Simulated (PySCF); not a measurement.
# C₆H₆O₃: excited states, first hyperpolarisability

What do calculations give for the excited states, first hyperpolarisability of C₆H₆O₃ (`COC(=O)c1ccoc1`)?

Programs: PySCF 2.14.0, with routines of our own; each step states its level. All values are computed. Atoms count from 0.

## Step 1: The starting structure

15 atoms, charge 0, multiplicity 1; geometry from: GFN2-xTB.

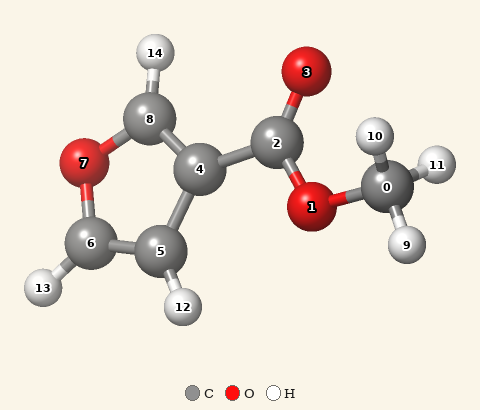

The starting geometry (carbon grey, oxygen red, hydrogen white).

## Step 2: Geometry optimisation at PBE0-D3(BJ)/def2-SVP

Job settings and geometry (Å):

```
{"job": {"xc": "PBE0", "basis": "def2-SVP", "d3": "d3bj", "grid": 2, "kind": "geom"}, "charge": 0, "multiplicity": 1}
C     -2.843362     0.256624    -0.194534
O     -1.440101     0.465603    -0.220096
C     -0.689927    -0.570785     0.185409
O     -1.151638    -1.621999     0.556472
C      0.741692    -0.263005     0.120078
C      1.370715     0.944518    -0.302092
C      2.704001     0.726643    -0.173565
O      2.942854    -0.514890     0.291495
C      1.764405    -1.108671     0.467239
H     -3.295589     1.179313    -0.549092
H     -3.175464     0.031098     0.821228
H     -3.113187    -0.579128    -0.843857
H      0.878377     1.829183    -0.646418
H      3.554799     1.348637    -0.369317
H      1.748012    -2.115152     0.835139
```

On the command line:

```sh
> OMP_NUM_THREADS=1 python excited_run.py task.json out
```

This one command runs all jobs of the session in turn.

Output:

```text
step   0  E = -457.07199206  max force = 0.011188
step   1  E = -457.07306099  max force = 0.002427
step   2  E = -457.07307135  max force = 0.001569
step   3  E = -457.07307740  max force = 0.001743
step   4  E = -457.07308298  max force = 0.000366
optimisation converged
```

Run time: 49 s. Hardware: 1 thread of Arm Neoverse V2, shared host; peak memory 0.75 GiB.

Step by step:

| step | energy from step 0 (eV) | largest force component (eV/Å) |
| --- | --- | --- |
| 0 | 0.0000 | 0.5753 |
| 1 | -0.0291 | 0.1248 |
| 2 | -0.0294 | 0.0807 |
| 3 | -0.0295 | 0.0896 |
| 4 | -0.0297 | 0.0188 |

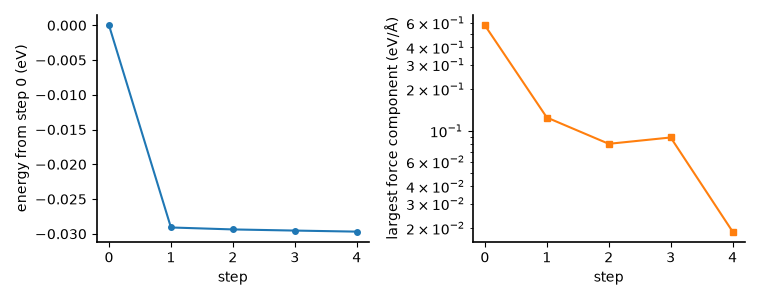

Energy and force, step by step.

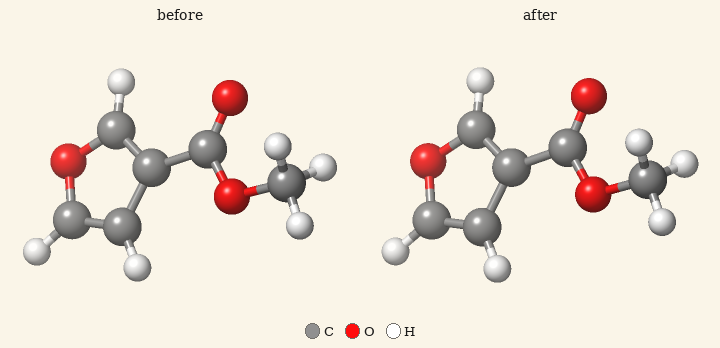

The geometry before (left) and after (right).

Close pairs (by a distance rule), those that changed most:

| bond | before (Å) | after (Å) | change (Å) |
| --- | --- | --- | --- |
| C5–H12 | 1.069 | 1.087 | +0.017 |
| C8–H14 | 1.072 | 1.087 | +0.015 |
| C6–H13 | 1.072 | 1.087 | +0.015 |
| C0–H9 | 1.087 | 1.096 | +0.009 |
| C4–C5 | 1.425 | 1.434 | +0.009 |
| C6–O7 | 1.347 | 1.355 | +0.008 |
| C0–H11 | 1.092 | 1.100 | +0.008 |
| C0–H10 | 1.092 | 1.100 | +0.008 |

The final coordinates are the input of the step that follows.

| at the end point | value |
| --- | --- |
| point group (found at 0.08 Å tolerance) | Cs |
| rotational constants (GHz, main isotopes) | 4.701, 1.034, 0.852 |
| dipole moment (D) | 1.97 |

## Step 3: Excited states: TDA CAM-B3LYP/def2-TZVP

Job settings and geometry (Å):

```
{"job": {"kind": "states", "xc": "CAM-B3LYP", "basis": "def2-TZVP", "tda": true, "soc": true, "nstates": 6, "ntriplets": 5, "nquad": 4}, "charge": 0, "multiplicity": 1}
C     -2.659922    -0.050903    -0.120405
O     -1.265256     0.187653    -0.152771
C     -0.494871    -0.825751     0.264921
O     -0.936075    -1.880469     0.648436
C      0.932292    -0.485995     0.194403
C      1.563096     0.728939    -0.234078
C      2.898619     0.513721    -0.101432
O      3.130432    -0.734524     0.373079
C      1.947564    -1.332489     0.549972
H     -3.138638     0.868962    -0.475709
H     -2.995016    -0.285208     0.900940
H     -2.929060    -0.895787    -0.771851
H      1.068237     1.628826    -0.589113
H      3.778166     1.122182    -0.293701
H      1.949611    -2.350742     0.929627
```

Level: TDA CAM-B3LYP/def2-TZVP excited states, vertical, gas phase, spin-orbit mean-field couplings.

Output:

```text
coarse grid: 13496 points
cycle   1  E = -457.6947401473  dE =  2.065e+00  |g| = 1.036e+00  |ddm| = 3.220e+00
cycle   2  E = -457.4911979098  dE =  2.035e-01  |g| = 1.541e+00  |ddm| = 2.262e+00
cycle   3  E = -457.8859960119  dE = -3.948e-01  |g| = 1.964e-01  |ddm| = 1.472e+00
cycle   4  E = -457.8915993851  dE = -5.603e-03  |g| = 9.658e-02  |ddm| = 2.075e-01
cycle   5  E = -457.8932389653  dE = -1.640e-03  |g| = 1.362e-02  |ddm| = 8.092e-02
cycle   6  E = -457.8932757928  dE = -3.683e-05  |g| = 6.411e-03  |ddm| = 1.570e-02
cycle   7  E = -457.8932850825  dE = -9.290e-06  |g| = 1.416e-03  |ddm| = 6.373e-03
final grid: 133104 points
cycle   8  E = -457.8886425568  dE = -5.089e-05  |g| = 4.645e-03  |ddm| = 6.527e-02
cycle   9  E = -457.8886415631  dE =  9.937e-07  |g| = 5.303e-03  |ddm| = 7.507e-03
cycle  10  E = -457.8886467266  dE = -5.164e-06  |g| = 9.013e-04  |ddm| = 3.299e-03
cycle  11  E = -457.8886468568  dE = -1.302e-07  |g| = 3.288e-04  |ddm| = 7.134e-04
cycle  12  E = -457.8886468755  dE = -1.878e-08  |g| = 1.365e-04  |ddm| = 3.310e-04
cycle  13  E = -457.8886468791  dE = -3.561e-09  |g| = 3.154e-05  |ddm| = 1.506e-04
cycle  14  E = -457.8886468794  dE = -2.798e-10  |g| = 1.377e-05  |ddm| = 5.967e-05
converged SCF energy = -457.8886468794

Singlet excitations
state   eV       nm        f     d(h-e)  d(exc)  Lambda  PR(NTO)  |dmu|/D   mu/D   main configurations
  1   5.5274   224.3   0.00029   1.001   2.382   0.386   1.005    2.870    2.748   H-1->L 0.87
  2   5.9065   209.9   0.09828   1.494   2.943   0.672   1.152    4.429    5.878   H->L 0.90
  3   6.6986   185.1   0.02824   0.071   2.671   0.666   1.918    0.272    1.952   H-2->L 0.49, H->L+1 0.44
  4   7.2569   170.9   0.72054   0.379   2.739   0.657   1.898    1.095    2.683   H->L+1 0.41, H-2->L 0.41
  5   7.6935   161.2   0.09400   1.623   3.001   0.471   1.275                     H-3->L 0.85
  6   7.8699   157.5   0.00144   0.759   3.326   0.309   1.035                     H->L+3 0.71, H->L+2 0.17

Triplet excitations (Tamm-Dancoff)
state   eV     d(h-e)  d(exc)  Lambda  PR(NTO)   main configurations
  1   3.8216   0.362   2.391   0.675   1.087   H->L 0.79, H->L+1 0.12
  2   4.8141   0.368   2.368   0.703   1.331   H->L+1 0.69, H-2->L+1 0.10
  3   5.0766   0.934   2.320   0.382   1.005   H-1->L 0.84, H-1->L+1 0.09
  4   5.7657   0.757   2.648   0.580   1.230   H-2->L 0.56, H-3->L 0.22
  5   5.8865   0.746   2.529   0.528   1.431   H-3->L 0.47, H-2->L 0.24
S1 - T1 = 1.7058 eV

Spin-orbit couplings |<S|Hso|T>| (cm-1)
             T1       T2       T3       T4       T5
S0        0.100    0.366   52.753    0.146    0.142
S1       13.389   12.499    0.382   25.830   25.113
S2        0.096    0.177   11.080    0.098    0.118
S3        0.093    0.097   11.645    0.016    0.036
S4        0.048    0.096   12.310    0.031    0.072
S5        0.115    0.251   31.304    0.008    0.041
S6        3.270    1.919    0.450    0.273    0.136
T1 sublevels (cm-1): 0.000 0.000 0.003   radiative rates (1/s): 0.00108 0.000511 0.00683
```

It took 75 s on 1 thread of Arm Neoverse V2, shared host; peak memory 1.3 GiB.

In short:

| quantity | value |
| --- | --- |
| S1 less T1 | 1.71 eV |

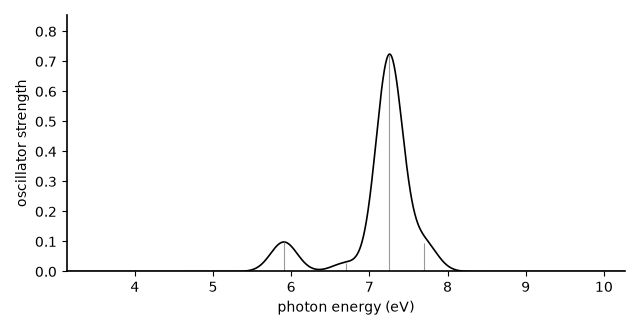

Absorption lines of the singlets. Lines are broadened to a width of 0.40 eV (Gaussian).

## Step 4: Excited states: TDDFT CAM-B3LYP/aug-cc-pVDZ

Settings changed since step 3:

```diff
@@ -1,2 +1,2 @@
-{"job": {"kind": "states", "xc": "CAM-B3LYP", "basis": "def2-TZVP", "tda": true, "soc": true, "nstates": 6, "ntriplets": 5, "nquad": 4}, "charge": 0, "multiplicity": 1}
+{"job": {"kind": "states", "xc": "CAM-B3LYP", "basis": "aug-cc-pVDZ", "tpa": true, "nstates": 8, "nquad": 6, "ntriplets": 0}, "charge": 0, "multiplicity": 1}
 C     -2.659922    -0.050903    -0.120405
```

Method: TDDFT CAM-B3LYP/aug-cc-pVDZ excited states, vertical, gas phase, two-photon moments by quadratic response.

Output:

```text
coarse grid: 13496 points
cycle   1  E = -457.5524255476  dE =  2.112e+00  |g| = 9.708e-01  |ddm| = 1.502e+01
cycle   2  E = -457.3646332621  dE =  1.878e-01  |g| = 1.446e+00  |ddm| = 6.217e+00
cycle   3  E = -457.7345068879  dE = -3.699e-01  |g| = 1.840e-01  |ddm| = 4.009e+00
cycle   4  E = -457.7398231201  dE = -5.316e-03  |g| = 8.623e-02  |ddm| = 4.589e-01
cycle   5  E = -457.7412427613  dE = -1.420e-03  |g| = 1.273e-02  |ddm| = 1.754e-01
cycle   6  E = -457.7412770127  dE = -3.425e-05  |g| = 5.968e-03  |ddm| = 6.283e-02
cycle   7  E = -457.7412856535  dE = -8.641e-06  |g| = 1.245e-03  |ddm| = 2.069e-02
final grid: 133104 points
cycle   8  E = -457.7610923882  dE = -2.289e-05  |g| = 3.458e-03  |ddm| = 2.408e-01
cycle   9  E = -457.7610925178  dE = -1.295e-07  |g| = 3.635e-03  |ddm| = 2.707e-02
cycle  10  E = -457.7610953012  dE = -2.783e-06  |g| = 7.139e-04  |ddm| = 1.180e-02
cycle  11  E = -457.7610953943  dE = -9.305e-08  |g| = 2.145e-04  |ddm| = 1.700e-03
cycle  12  E = -457.7610954032  dE = -8.943e-09  |g| = 1.123e-04  |ddm| = 8.321e-04
cycle  13  E = -457.7610954059  dE = -2.703e-09  |g| = 2.264e-05  |ddm| = 2.655e-04
cycle  14  E = -457.7610954061  dE = -1.750e-10  |g| = 9.961e-06  |ddm| = 8.738e-05
converged SCF energy = -457.7610954061

Singlet excitations
state   eV       nm        f     d(h-e)  d(exc)  Lambda  PR(NTO)  |dmu|/D   mu/D   delta(TPA)   sigma/GM   main configurations
  1   5.4766   226.4   0.00015   0.989   2.399   0.365   1.006    2.815    2.755        0.05      0.001   H-1->L 0.84
  2   5.6121   220.9   0.08139   1.323   2.941   0.653   1.159    3.991    5.565       96.32      1.111   H->L 0.96
  3   6.2544   198.2   0.00426   1.029   4.247   0.178   1.019    5.438    4.273      113.53      1.627   H->L+1 0.67, H->L+2 0.20
  4   6.4457   192.4   0.01815   0.173   2.904   0.561   1.965    0.526    1.639      103.31      1.572   H->L+6 0.49, H-2->L 0.35, H->L+5 0.11
  5   6.8665   180.6   0.02979   0.478   4.532   0.167   1.110    3.500    4.057       16.30      0.282   H->L+3 0.54, H->L+2 0.16, H->L+4 0.12
  6   6.8711   180.4   0.56457   0.534   2.951   0.542   2.021    1.274    3.060       38.69      0.669   H-2->L 0.56, H->L+6 0.23, H->L+5 0.11
  7   7.0013   177.1   0.00033   1.251   5.051   0.152   1.015                                            H->L+2 0.33, H->L+3 0.22, H->L+4 0.14
  8   7.3940   167.7   0.03488   1.128   3.187   0.391   1.747                                            H-3->L 0.71, H-1->L+1 0.09
```

It took 72 s on 1 thread of Arm Neoverse V2, shared host; peak memory 1.1 GiB.

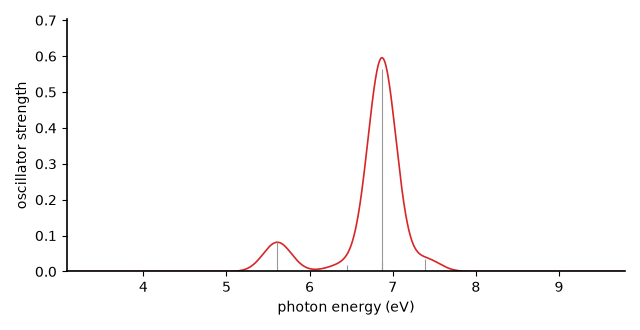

Absorption lines of the singlets. Lines are broadened to a width of 0.40 eV (Gaussian).

## Step 5: First hyperpolarisability: quadratic response CAM-B3LYP/aug-cc-pVDZ

Settings changed since step 4:

```diff
@@ -1,2 +1,2 @@
-{"job": {"kind": "states", "xc": "CAM-B3LYP", "basis": "aug-cc-pVDZ", "tpa": true, "nstates": 8, "nquad": 6, "ntriplets": 0}, "charge": 0, "multiplicity": 1}
+{"job": {"kind": "beta", "xc": "CAM-B3LYP", "basis": "aug-cc-pVDZ"}, "charge": 0, "multiplicity": 1}
 C     -2.659922    -0.050903    -0.120405
```

With the program's defaults for keys left out, this is: quadratic response CAM-B3LYP/aug-cc-pVDZ first hyperpolarisability, Taylor convention, gas phase.

Output:

```text
coarse grid: 13496 points
cycle   1  E = -457.5524255476  dE =  2.112e+00  |g| = 9.708e-01  |ddm| = 1.502e+01
cycle   2  E = -457.3646332621  dE =  1.878e-01  |g| = 1.446e+00  |ddm| = 6.217e+00
cycle   3  E = -457.7345068879  dE = -3.699e-01  |g| = 1.840e-01  |ddm| = 4.009e+00
cycle   4  E = -457.7398231201  dE = -5.316e-03  |g| = 8.623e-02  |ddm| = 4.589e-01
cycle   5  E = -457.7412427613  dE = -1.420e-03  |g| = 1.273e-02  |ddm| = 1.754e-01
cycle   6  E = -457.7412770127  dE = -3.425e-05  |g| = 5.968e-03  |ddm| = 6.283e-02
cycle   7  E = -457.7412856535  dE = -8.641e-06  |g| = 1.245e-03  |ddm| = 2.069e-02
final grid: 133104 points
cycle   8  E = -457.7610923882  dE = -2.289e-05  |g| = 3.458e-03  |ddm| = 2.408e-01
cycle   9  E = -457.7610925178  dE = -1.295e-07  |g| = 3.635e-03  |ddm| = 2.707e-02
cycle  10  E = -457.7610953012  dE = -2.783e-06  |g| = 7.139e-04  |ddm| = 1.180e-02
cycle  11  E = -457.7610953943  dE = -9.305e-08  |g| = 2.145e-04  |ddm| = 1.700e-03
cycle  12  E = -457.7610954032  dE = -8.943e-09  |g| = 1.123e-04  |ddm| = 8.321e-04
cycle  13  E = -457.7610954059  dE = -2.703e-09  |g| = 2.264e-05  |ddm| = 2.655e-04
cycle  14  E = -457.7610954061  dE = -1.750e-10  |g| = 9.961e-06  |ddm| = 8.738e-05
converged SCF energy = -457.7610954061

Lowest singlets (eV, f): 5.4766 0.0001  5.6121 0.0814  6.2544 0.0043

First hyperpolarisability (au)
process     nm      |vector|   parallel      HRS      DR
static         -      150.04      -4.01      76.92   3.035
shg       1907.0      158.25      -3.32      81.39   3.028
eope      1907.0      152.68      -3.79          -       -
shg       1064.0      179.84      -1.39      93.14   3.014
eope      1064.0      158.86      -3.26          -       -
```

Run time: 50 s. Hardware: 1 thread of Arm Neoverse V2, shared host; peak memory 1.1 GiB.

## Step 6: Excited states: TDA CAM-B3LYP/def2-TZVP in dichloromethane

Settings changed since step 5:

```diff
@@ -1,2 +1,2 @@
-{"job": {"kind": "beta", "xc": "CAM-B3LYP", "basis": "aug-cc-pVDZ"}, "charge": 0, "multiplicity": 1}
+{"job": {"kind": "states", "xc": "CAM-B3LYP", "basis": "def2-TZVP", "tda": true, "soc": true, "nstates": 6, "ntriplets": 5, "nquad": 4, "solvent": "dichloromethane"}, "charge": 0, "multiplicity": 1}
 C     -2.659922    -0.050903    -0.120405
```

Method: TDA CAM-B3LYP/def2-TZVP excited states, vertical, IEF-PCM dichloromethane (non-equilibrium response), spin-orbit mean-field couplings.

Output:

```text
coarse grid: 13496 points
cycle   1  E = -457.7122011718  dE =  2.048e+00  |g| = 1.022e+00  |ddm| = 3.218e+00
cycle   2  E = -457.5505012142  dE =  1.617e-01  |g| = 1.452e+00  |ddm| = 1.970e+00
cycle   3  E = -457.8976002366  dE = -3.471e-01  |g| = 1.505e-01  |ddm| = 1.255e+00
cycle   4  E = -457.9005754452  dE = -2.975e-03  |g| = 8.624e-02  |ddm| = 1.582e-01
cycle   5  E = -457.9018589514  dE = -1.284e-03  |g| = 1.234e-02  |ddm| = 6.892e-02
cycle   6  E = -457.9018882221  dE = -2.927e-05  |g| = 6.101e-03  |ddm| = 1.412e-02
cycle   7  E = -457.9018968424  dE = -8.620e-06  |g| = 1.238e-03  |ddm| = 5.866e-03
final grid: 133104 points
cycle   8  E = -457.8972169007  dE = -5.125e-05  |g| = 4.682e-03  |ddm| = 6.533e-02
cycle   9  E = -457.8972161143  dE =  7.864e-07  |g| = 5.274e-03  |ddm| = 7.196e-03
cycle  10  E = -457.8972211142  dE = -5.000e-06  |g| = 8.188e-04  |ddm| = 2.893e-03
cycle  11  E = -457.8972212243  dE = -1.100e-07  |g| = 2.535e-04  |ddm| = 5.892e-04
cycle  12  E = -457.8972212384  dE = -1.413e-08  |g| = 9.598e-05  |ddm| = 2.820e-04
cycle  13  E = -457.8972212403  dE = -1.906e-09  |g| = 3.149e-05  |ddm| = 1.184e-04
cycle  14  E = -457.8972212406  dE = -3.104e-10  |g| = 1.343e-05  |ddm| = 5.693e-05
converged SCF energy = -457.8972212406

Singlet excitations
state   eV       nm        f     d(h-e)  d(exc)  Lambda  PR(NTO)  |dmu|/D   mu/D   main configurations
  1   5.6685   218.7   0.00049   0.972   2.375   0.394   1.005    3.085    2.955   H-2->L 0.89
  2   5.7267   216.5   0.12852   1.511   2.947   0.653   1.117    5.080    6.997   H->L 0.93
  3   6.6430   186.6   0.04152   0.223   2.707   0.661   1.941    0.933    3.192   H-1->L 0.58, H->L+1 0.37
  4   7.0407   176.1   0.82449   0.279   2.699   0.679   1.911    0.878    2.898   H->L+1 0.52, H-1->L 0.36
  5   7.6498   162.1   0.11043   1.649   2.977   0.493   1.198                     H-3->L 0.89
  6   8.0064   154.9   0.00057   0.102   3.243   0.313   1.032                     H->L+3 0.52, H->L+2 0.26, H->L+6 0.14

Triplet excitations (Tamm-Dancoff)
state   eV     d(h-e)  d(exc)  Lambda  PR(NTO)   main configurations
  1   3.8016   0.428   2.420   0.661   1.073   H->L 0.78, H->L+1 0.12
  2   4.7987   0.380   2.374   0.713   1.251   H->L+1 0.71, H-1->L+1 0.09, H->L 0.08
  3   5.2331   0.915   2.318   0.391   1.005   H-2->L 0.86
  4   5.7379   1.177   2.734   0.613   1.130   H-1->L 0.76, H->L 0.09
  5   5.9206   1.029   2.482   0.503   1.169   H-3->L 0.67
S1 - T1 = 1.8669 eV

Spin-orbit couplings |<S|Hso|T>| (cm-1)
             T1       T2       T3       T4       T5
S0        0.086    0.199   52.025    0.115    0.203
S1       12.949   10.669    0.590   16.533   31.390
S2        0.467    0.441   11.184    0.551    1.065
S3        0.089    0.057   11.715    0.022    0.037
S4        0.052    0.066   11.893    0.013    0.067
S5        0.107    0.150   30.171    0.009    0.047
S6        2.634    1.625    0.315    0.412    0.210
T1 sublevels (cm-1): 0.000 0.000 0.002   radiative rates (1/s): 0.000459 0.000744 0.00766
```

Run time: 74 s. Hardware: 1 thread of Arm Neoverse V2, shared host; peak memory 1.4 GiB.

In short:

| quantity | value |
| --- | --- |
| S1 less T1 | 1.87 eV |

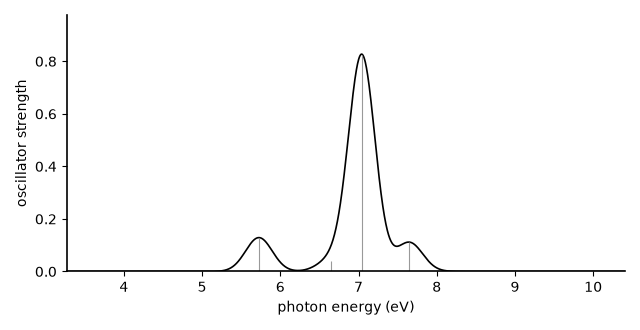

Absorption lines of the singlets. Lines are broadened to a width of 0.40 eV (Gaussian).

## Step 7: Outcome

| quantity | value |
| --- | --- |
| point group | Cs |
| rotational constants (main isotopes) | 4.70, 1.03, 0.85 GHz |
| S1 less T1 (step 3, TDA CAM-B3LYP/def2-TZVP) | 1.71 eV |
| β vector (step 5, quadratic response CAM-B3LYP/aug-cc-pVDZ) | static 150, SHG 1907.0 nm 158, SHG 1064.0 nm 180 au |
| S1 less T1 (step 6, TDA CAM-B3LYP/def2-TZVP in dichloromethane) | 1.87 eV |

What this shows: Over 4 steps the energy fell by 0.030 eV; of the close pairs, C5–H12 changed most, 1.069 to 1.087 Å. No frequency check was run at this level, so the end point may be a saddle. In step 3, the number of triplets below S1 is 3, and the largest singlet-triplet spin-orbit coupling is S0–T3, 52.75 cm⁻¹. In step 4 some excited states are degenerate or nearly so. β grows from 150 au (static) to 180 au for doubling at 1064.0 nm: normal dispersion, which grows as twice the photon energy moves toward the bright states. In step 6, the number of triplets below S1 is 3, and the largest singlet-triplet spin-orbit coupling is S0–T3, 52.02 cm⁻¹.
